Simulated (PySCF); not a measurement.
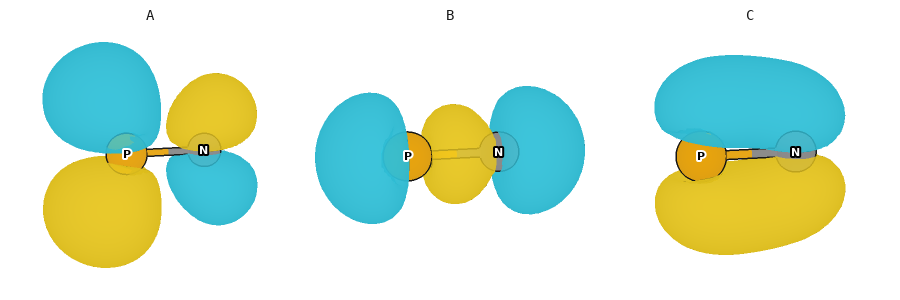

*PN. Three frontier orbitals, each drawn at the value that holds 80 % of its norm (yellow and cyan are the two phases), in no order; of a degenerate pair one member is drawn.*

These are results of PySCF 2.14.0, PBE0/aug-pcseg-1, non-relativistic, at a bond length of 1.493 Å, not measurements.

**Name the orbitals and rank them from lowest to highest energy.**

Orbital C: π, occupied, −9.58 eV; bonding, with no node between the atoms.
Orbital B: σ, occupied, −9.41 eV; shared between the atoms (P 35 %, N 65 %).
Orbital A: π, empty, −2.44 eV; antibonding, with a node between the atoms.
